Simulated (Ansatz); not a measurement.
**HOS2 with multiplicity 2: rotation by 180° about the O2–S3 bond**

Aim: the minimum-energy path and barrier of the rotation by 180° about the O2–S3 bond. The ends are relaxed first, then joined by a nudged elastic band. SMILES of the start: [S]OS.

Method: UKS B3LYP-D4/cc-pVDZ, in Ansatz 0.2.0.

## Step 1: Starting point

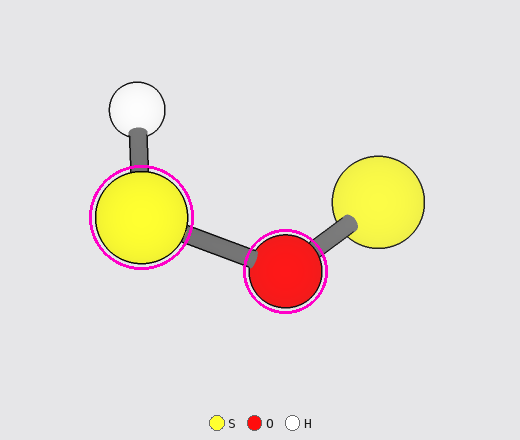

Start, viewed from a chosen angle; sulfur yellow, oxygen red, hydrogen white. Ringed: O2, S3.

Coordinates:

```xyz
4

S    -1.4176   -0.3703    0.9217
O    -0.4366    0.7511    0.3347
S     0.9569    0.4817   -0.6003
H     0.8973   -0.8625   -0.6562
```

## Step 2: End point A

Input file input.yaml:

```yaml
crystal:
  periodic: [false, false, false]
  atoms:
    - { symbol: S, position_ang: [-1.41763, -0.37031, 0.92174] }
    - { symbol: O, position_ang: [-0.43663, 0.75108, 0.33474] }
    - { symbol: S, position_ang: [0.95692, 0.48168, -0.60028] }
    - { symbol: H, position_ang: [0.89734, -0.86245, -0.6562] }
magnetization:
  spin_polarized: true
  initial_magnetization: 1
basis:
  gaussian: { orbitals: cc-pVDZ }
hamiltonian:
  xc: b3lyp
  dispersion: d4
relax:
  f_tol: 0.015
  max_steps: 40
```

The run is started by

```sh
> ansatz run input.yaml --threads 1 --pin off --max-ram 2048MiB --backend cpu --events-out ev --progress --plain --runs-dir out
```

Output, shortened:

```text
Warning: RAYON_NUM_THREADS=1 ignored (pool sized by the plan → 1); use --threads N
[...]
Functional definition: B3LYP
[...]
613 factors; integrals over basis functions are off by at most 3.1e-4 eV
[...]
mean field -23732.38789880 eV, -872.1491688905 hartree, gradient 3.7e-5 eV, S^2 0.752830; 2 other end points of the search recorded, 0 dependent functions left out
[...]
reference -23732.38808638 eV, -872.1491757840 hartree; 21, 20 occupied and 34, 35 virtual orbitals, 613 factors
relax step   1: F+E_penalty+E_count = -23732.52735785 eV  Δ(F+E_penalty+E_count) = +0.000e0 eV  max|allowed force component| = 1.676e0 eV/Å  Δτ_max = 0.0000 Å  (42 SCF iters, accepted)
[...]
relax step   5: F+E_penalty+E_count = -23732.61522001 eV  Δ(F+E_penalty+E_count) = -8.871e-5 eV  max|allowed force component| = 1.893e-2 eV/Å  Δτ_max = 0.0031 Å  (33 SCF iters, accepted)
[...]
relax step   6: F+E_penalty+E_count = -23732.61522895 eV  Δ(F+E_penalty+E_count) = -8.939e-6 eV  max|allowed force component| = 4.131e-4 eV/Å  Δτ_max = 0.0006 Å  (27 SCF iters, accepted)
613 factors; integrals over basis functions are off by at most 3.3e-4 eV
[...]
mean field -23732.47606745 eV, -872.1524090288 hartree, gradient 2.1e-5 eV, S^2 0.752988; 3 other end points of the search recorded, 0 dependent functions left out
[...]
reference -23732.47625377 eV, -872.1524158759 hartree; 21, 20 occupied and 34, 35 virtual orbitals, 613 factors
Total energy: -23732.61541527 eV, -872.1575299665 hartree
Atom 0 at    -1.400046    -0.419568     0.903771 Å, force     0.000079    -0.000326    -0.000047 eV/Å
Atom 1 at    -0.440550     0.809756     0.346073 Å, force    -0.000049     0.000413     0.000016 eV/Å
Atom 2 at     0.981401     0.484677    -0.621298 Å, force     0.000146    -0.000383    -0.000078 eV/Å
Atom 3 at     0.859195    -0.874865    -0.628546 Å, force    -0.000176     0.000296     0.000109 eV/Å
Dipole moment:     0.224424    -0.264750    -0.166600 e Å
```

Run time: 9.2 s. Hardware: 1 thread of Intel Xeon 6975P-C (Granite Rapids), shared host; peak memory 0.15 GiB.

The steps of the relaxation:

```tsv
step	energy from step 1 (eV)	largest force component (eV/Å)
1	0.0000	1.6764
2	-0.0525	1.0571
3	-0.0873	0.1162
4	-0.0878	0.0427
5	-0.0879	0.0189
6	-0.0879	0.0004
```

Step 1 is the start.

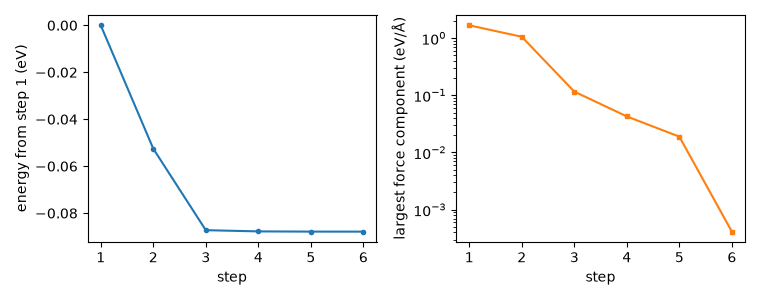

How energy and force went from step to step.

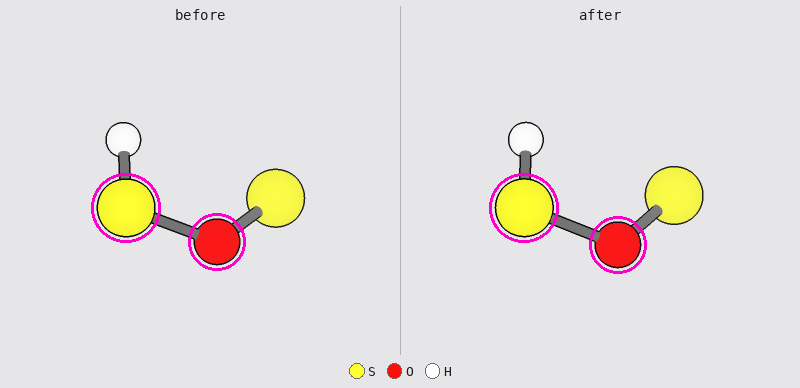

The structure before (left) and after (right), drawn at the same scale.

After: Bond lengths: S1–O2 1.656 Å, O2–S3 1.750 Å, S3–H4 1.365 Å. Angles: S1–O2–S3 121.3°, O2–S3–H4 96.6°.

## Step 3: End point B

The second end starts from a geometry with the move made by hand.

Changes to input.yaml since step 2:

```diff
@@ -6,3 +6,3 @@
     - { symbol: S, position_ang: [0.95692, 0.48168, -0.60028] }
-    - { symbol: H, position_ang: [0.89734, -0.86245, -0.6562] }
+    - { symbol: H, position_ang: [1.3362, 1.76401, -0.75887] }
 magnetization:
@@ -18 +18,3 @@
   max_steps: 40
+output:
+  orbitals: {}
```

The run is started by

```sh
> ansatz run input.yaml --threads 1 --pin off --max-ram 2048MiB --backend cpu --events-out ev --progress --plain --runs-dir out
```

Output, shortened:

```text
Warning: RAYON_NUM_THREADS=1 ignored (pool sized by the plan → 1); use --threads N
[...]
[... 1 set-up line as earlier in the session ...]
[...]
611 factors; integrals over basis functions are off by at most 2.4e-4 eV
[...]
mean field -23732.30207234 eV, -872.1460148265 hartree, gradient 2.7e-5 eV, S^2 0.752869; 2 other end points of the search recorded, 0 dependent functions left out
[...]
reference -23732.30226262 eV, -872.1460218189 hartree; 21, 20 occupied and 34, 35 virtual orbitals, 611 factors
relax step   1: F+E_penalty+E_count = -23732.43665417 eV  Δ(F+E_penalty+E_count) = +0.000e0 eV  max|allowed force component| = 2.510e0 eV/Å  Δτ_max = 0.0000 Å  (42 SCF iters, accepted)
[...]
relax step   5: F+E_penalty+E_count = -23732.61668851 eV  Δ(F+E_penalty+E_count) = -4.509e-4 eV  max|allowed force component| = 2.899e-2 eV/Å  Δτ_max = 0.0103 Å  (34 SCF iters, accepted)
[...]
relax step   6: F+E_penalty+E_count = -23732.61675566 eV  Δ(F+E_penalty+E_count) = -6.715e-5 eV  max|allowed force component| = 3.140e-3 eV/Å  Δτ_max = 0.0022 Å  (30 SCF iters, accepted)
611 factors; integrals over basis functions are off by at most 2.7e-4 eV
[...]
mean field -23732.48172747 eV, -872.1526170307 hartree, gradient 2.1e-5 eV, S^2 0.753065; 3 other end points of the search recorded, 0 dependent functions left out
[...]
reference -23732.48191907 eV, -872.1526240719 hartree; 21, 20 occupied and 34, 35 virtual orbitals, 611 factors
Total energy: -23732.61694726 eV, -872.1575862664 hartree
Atom 0 at    -1.390565    -0.404544     0.896913 Å, force     0.001307     0.001835    -0.000760 eV/Å
Atom 1 at    -0.450585     0.849034     0.357153 Å, force    -0.003140    -0.001550     0.001997 eV/Å
Atom 2 at     0.969427     0.435945    -0.608335 Å, force     0.001847     0.000555    -0.001178 eV/Å
Atom 3 at     1.310583     1.746025    -0.748401 Å, force    -0.000014    -0.000840    -0.000060 eV/Å
Dipole moment:     0.285848     0.107956    -0.181886 e Å
```

It took 9.3 s on 1 thread of Intel Xeon 6975P-C (Granite Rapids), shared host; peak memory 0.15 GiB.

The steps of the relaxation:

```tsv
step	energy from step 1 (eV)	largest force component (eV/Å)
1	0.0000	2.5096
2	-0.1239	1.2963
3	-0.1765	0.1564
4	-0.1796	0.0837
5	-0.1800	0.0290
6	-0.1801	0.0031
```

Step 1 is the start.

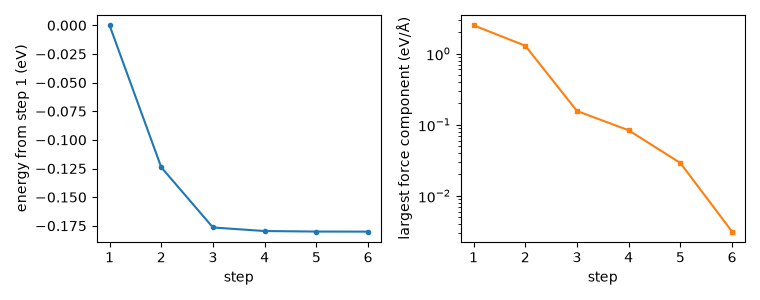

How energy and force went from step to step.

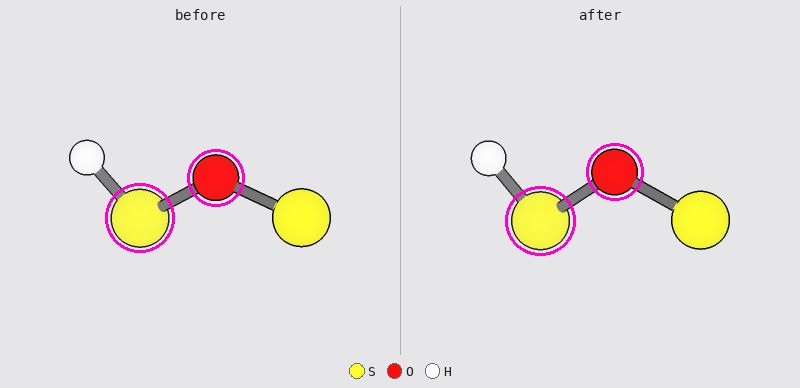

Before and after, at one scale.

After: Bond lengths: S1–O2 1.657 Å, O2–S3 1.766 Å, S3–H4 1.361 Å. Angles: S1–O2–S3 117.2°, O2–S3–H4 91.9°.

## Step 4: Nudged elastic band

crystal.atoms is end A as relaxed above, and neb.final_atoms is end B, turned to lie on A. With 7 inner images the band has 9 in all. The start path is listed, through a guess of the saddle.

Input file input.yaml:

```yaml
crystal:
  periodic: [false, false, false]
  atoms:
    - { symbol: S, position_ang: [-1.400046, -0.419568, 0.903771] }
    - { symbol: O, position_ang: [-0.44055, 0.809756, 0.346073] }
    - { symbol: S, position_ang: [0.981401, 0.484677, -0.621298] }
    - { symbol: H, position_ang: [0.859195, -0.874865, -0.628546] }
magnetization:
  spin_polarized: true
  initial_magnetization: 1
basis:
  gaussian: { orbitals: cc-pVDZ }
hamiltonian:
  xc: b3lyp
  dispersion: d4
neb:
  order_check: false
  images: 7
  f_tol: 0.05
  max_iterations: 60
  final_atoms:
    - { symbol: S, position_ang: [-1.64924196, 0.48514669, 1.12813427] }
    - { symbol: O, position_ang: [-0.50208299, -0.38679722, 0.3095372] }
    - { symbol: S, position_ang: [0.78491696, 0.52156732, -0.48905448] }
    - { symbol: H, position_ang: [1.36640798, -0.61991679, -0.948617] }
  initial_path:
    images:
      - { positions_ang: [[-1.400046, -0.419568, 0.903771], [-0.44055, 0.809756, 0.346073], [0.981401, 0.484677, -0.621298], [0.859195, -0.874865, -0.628546]] }
      - { positions_ang: [[-1.41419055, -0.35053975, 0.98475909], [-0.48670088, 0.73422346, 0.26552922], [0.99818698, 0.45532452, -0.5251207], [0.90270444, -0.83900822, -0.7251676]] }
      - { positions_ang: [[-1.4283351, -0.2815115, 1.06574717], [-0.53285175, 0.65869091, 0.18498544], [1.01497297, 0.42597204, -0.42894341], [0.94621388, -0.80315145, -0.8217892]] }
      - { positions_ang: [[-1.44247964, -0.21248325, 1.14673526], [-0.57900263, 0.58315837, 0.10444165], [1.03175895, 0.39661956, -0.33276611], [0.98972332, -0.76729467, -0.9184108]] }
      - { positions_ang: [[-1.45662419, -0.143455, 1.22772335], [-0.6251535, 0.50762582, 0.02389787], [1.04854494, 0.36726708, -0.23658882], [1.03323275, -0.73143789, -1.0150324]] }
      - { positions_ang: [[-1.50477863, 0.01369542, 1.20282608], [-0.59438587, 0.28402006, 0.0953077], [0.98263794, 0.40584214, -0.29970523], [1.11652656, -0.70355762, -0.99842855]] }
      - { positions_ang: [[-1.55293307, 0.17084584, 1.17792881], [-0.56361824, 0.0604143, 0.16671754], [0.91673095, 0.4444172, -0.36282165], [1.19982037, -0.67567734, -0.9818247]] }
      - { positions_ang: [[-1.60108751, 0.32799627, 1.15303154], [-0.53285062, -0.16319146, 0.23812737], [0.85082396, 0.48299226, -0.42593806], [1.28311418, -0.64779707, -0.96522085]] }
      - { positions_ang: [[-1.64924196, 0.48514669, 1.12813427], [-0.50208299, -0.38679722, 0.3095372], [0.78491696, 0.52156732, -0.48905448], [1.36640798, -0.61991679, -0.948617]] }
```

The run is started by

```sh
> ansatz run input.yaml --threads 1 --pin off --max-ram 2048MiB --backend cpu --events-out ev --progress --plain --runs-dir out
```

Output, shortened:

```text
Warning: RAYON_NUM_THREADS=1 ignored (pool sized by the plan → 1); use --threads N
[...]
[... 1 set-up line as earlier in the session ...]
[...]
613 factors; integrals over basis functions are off by at most 3.3e-4 eV
[...]
mean field -23732.47606893 eV, -872.1524090833 hartree, gradient 2.8e-5 eV, S^2 0.752988; 2 other end points of the search recorded, 0 dependent functions left out
[...]
reference -23732.47625526 eV, -872.1524159308 hartree; 21, 20 occupied and 34, 35 virtual orbitals, 613 factors
614 factors; integrals over basis functions are off by at most 5.1e-4 eV
[...]
mean field -23732.48172353 eV, -872.1526168858 hartree, gradient 2.5e-5 eV, S^2 0.753065; 2 other end points of the search recorded, 0 dependent functions left out
[...]
reference -23732.48191515 eV, -872.1526239279 hartree; 21, 20 occupied and 34, 35 virtual orbitals, 614 factors
[...]
reference -23731.64693569 eV, -872.1219389986 hartree; 21, 20 occupied and 34, 35 virtual orbitals, 613 factors
NEB iter   1: max|band force component| = 1.019e1 eV/Å  barrier→ = 2.0184 eV  barrier← = 2.0199 eV  Δτ_max = 0.0694 Å  (430 SCF iters)
[...]
NEB iter   6: max|band force component| = 1.078e-1 eV/Å  barrier→ = 0.0391 eV  barrier← = 0.0406 eV  CI = image 4  Δτ_max = 0.0089 Å  (283 SCF iters)
[...]
NEB iter   7: max|band force component| = 3.142e-2 eV/Å  barrier→ = 0.0390 eV  barrier← = 0.0406 eV  CI = image 4  Δτ_max = 0.0000 Å  (609 SCF iters)
Total energy: -23732.57638788 eV, -872.1560957367 hartree
Atom 0 at    -1.445404    -0.129667     1.279514 Å, force     0.007650     0.008263    -0.016780 eV/Å
Atom 1 at    -0.674963     0.496014    -0.054965 Å, force    -0.021866    -0.008002     0.019275 eV/Å
Atom 2 at     1.082949     0.342700    -0.179808 Å, force     0.014221    -0.003254    -0.004784 eV/Å
Atom 3 at     1.037418    -0.709047    -1.044740 Å, force    -0.000004     0.002993     0.002289 eV/Å
Dipole moment:     0.221353    -0.215302    -0.072459 e Å
this run last wrote the band of iteration 7 to <dir>
```

Wall time 78 s (1 thread of Intel Xeon 6975P-C (Granite Rapids), shared host); peak memory 0.16 GiB.

## Step 5: The band, image by image

Images 0 and 8 are the ends. Energies count from image 0; the path length is the program's own measure over all atoms.

```tsv
image	path (Å)	energy (eV)	dihedral S1–O2–S3–H4 (°)	band force (eV/Å)
0	0.000	0.0000	0	-
1	0.263	0.0084	28	0.006
2	0.526	0.0233	54	0.012
3	0.789	0.0346	78	0.019
4*	1.052	0.0390	101	0.022
5	1.288	0.0343	121	0.025
6	1.523	0.0212	141	0.031
7	1.759	0.0057	160	0.023
8	1.995	-0.0015	-180	-
```

The star marks the climbing image.

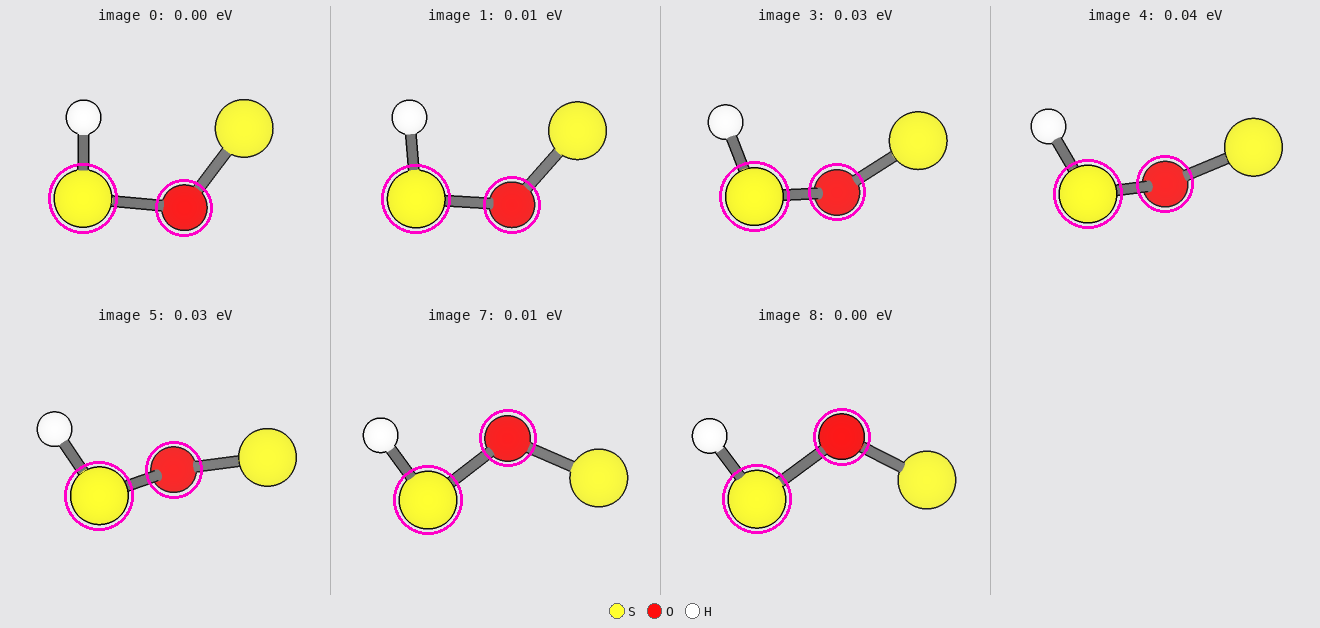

Snapshots along the band, viewed from a chosen angle. Ringed: O2, S3. Sticks join atoms closer than a bonding distance in each image.

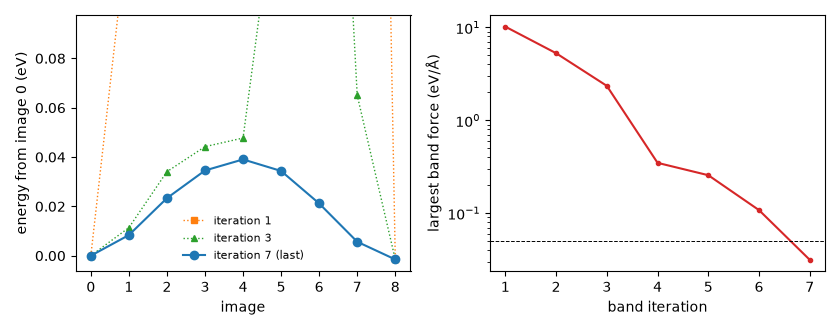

Left: energy of each image for early iterations and the last one (lines only join the points; early values far above the last band run off the scale). Right: the largest band force by iteration, with the threshold dashed.

How the highest energy settled:

```tsv
iteration	highest image above image 0 (eV)	largest band force (eV/Å)
1	2.0184	10.194
2	0.9546	5.280
3	0.3559	2.349
4	0.0556	0.348
5	0.0386	0.256
6	0.0391	0.108
7	0.0390	0.031
```

The band as a trajectory file:

```xyz
4
image=0 dE=0.0000
S    -1.400   -0.420    0.904
O    -0.441    0.810    0.346
S     0.981    0.485   -0.621
H     0.859   -0.875   -0.629
4
image=1 dE=0.0084
S    -1.377   -0.395    1.000
O    -0.524    0.790    0.215
S     1.049    0.466   -0.485
H     0.852   -0.861   -0.730
4
image=2 dE=0.0233
S    -1.386   -0.331    1.102
O    -0.592    0.727    0.097
S     1.081    0.434   -0.360
H     0.897   -0.829   -0.839
4
image=3 dE=0.0346
S    -1.412   -0.240    1.198
O    -0.642    0.626    0.005
S     1.088    0.393   -0.258
H     0.966   -0.779   -0.945
4
image=4 dE=0.0390
S    -1.445   -0.130    1.280
O    -0.675    0.496   -0.055
S     1.083    0.343   -0.180
H     1.037   -0.709   -1.045
4
image=5 dE=0.0343
S    -1.462    0.039    1.345
O    -0.730    0.267   -0.126
S     1.038    0.381   -0.191
H     1.155   -0.687   -1.028
4
image=6 dE=0.0212
S    -1.493    0.243    1.346
O    -0.733   -0.038   -0.102
S     0.956    0.457   -0.268
H     1.271   -0.661   -0.976
4
image=7 dE=0.0057
S    -1.560    0.418    1.258
O    -0.642   -0.304    0.084
S     0.846    0.516   -0.407
H     1.356   -0.630   -0.935
4
image=8 dE=-0.0015
S    -1.649    0.485    1.128
O    -0.502   -0.387    0.310
S     0.785    0.522   -0.489
H     1.366   -0.620   -0.949
```

## Step 6: Vibrations at the top

The geometry is the highest inner image of the first converged band.

Input file input.yaml:

```yaml
crystal:
  periodic: [false, false, false]
  atoms:
    - { symbol: S, position_ang: [-1.445404, -0.129667, 1.279514] }
    - { symbol: O, position_ang: [-0.674963, 0.496014, -0.054965] }
    - { symbol: S, position_ang: [1.082949, 0.3427, -0.179808] }
    - { symbol: H, position_ang: [1.037418, -0.709047, -1.04474] }
magnetization:
  spin_polarized: true
  initial_magnetization: 1
basis:
  gaussian: { orbitals: cc-pVDZ }
hamiltonian:
  xc: b3lyp
  dispersion: d4
phonons: {}
```

The run is started by

```sh
> ansatz run input.yaml --threads 1 --pin off --max-ram 2048MiB --backend cpu --events-out ev --progress --plain --runs-dir out
```

Output, shortened:

```text
Warning: RAYON_NUM_THREADS=1 ignored (pool sized by the plan → 1); use --threads N
[...]
[... 1 set-up line as earlier in the session ...]
[...]
611 factors; integrals over basis functions are off by at most 2.8e-4 eV
[...]
mean field -23732.44004624 eV, -872.1510852737 hartree, gradient 1.3e-5 eV, S^2 0.753149; 2 other end points of the search recorded, 0 dependent functions left out
[...]
reference -23732.44024086 eV, -872.1510924258 hartree; 21, 20 occupied and 34, 35 virtual orbitals, 611 factors
[...]
611 factors; integrals over basis functions are off by at most 2.8e-4 eV
[...]
mean field -23732.43999053 eV, -872.1510832266 hartree, gradient 1.5e-6 eV, S^2 0.753151; 0 other end points of the search recorded, 0 dependent functions left out
[...]
reference -23732.44018510 eV, -872.1510903765 hartree; 21, 20 occupied and 34, 35 virtual orbitals, 611 factors
[...]
611 factors; integrals over basis functions are off by at most 2.8e-4 eV
[...]
611 factors; integrals over basis functions are off by at most 2.8e-4 eV
mean field -23732.44001766 eV, -872.1510842233 hartree, gradient 3.0e-6 eV, S^2 0.753149; 0 other end points of the search recorded, 0 dependent functions left out
[...]
reference -23732.44021227 eV, -872.1510913751 hartree; 21, 20 occupied and 34, 35 virtual orbitals, 611 factors
WARN: phonons: modes at or below zero, which the zero-point energy, F, S and C_V leave out: 1, the lowest at -107.14 cm⁻¹. A minimum has none, and a first-order saddle one
Total energy: -23732.57638981 eV, -872.1560958073 hartree
Atom 0 at    -1.445404    -0.129667     1.279514 Å, force     0.007584     0.008248    -0.016764 eV/Å
Atom 1 at    -0.674963     0.496014    -0.054965 Å, force    -0.021709    -0.008016     0.019292 eV/Å
Atom 2 at     1.082949     0.342700    -0.179808 Å, force     0.014140    -0.003192    -0.004813 eV/Å
Atom 3 at     1.037418    -0.709047    -1.044740 Å, force    -0.000014     0.002960     0.002286 eV/Å
Dipole moment:     0.221353    -0.215302    -0.072459 e Å
Vibrations: -107.14 294.96 560.55 741.47 918.40 2627.11 cm⁻¹, zero-point energy 0.318794 eV
```

Wall time 20 s (1 thread of Intel Xeon 6975P-C (Granite Rapids), shared host); peak memory 0.16 GiB.

Of 6 modes, 1 is imaginary by more than 30 cm⁻¹ (107i cm⁻¹).

[end of part 1 of 2]
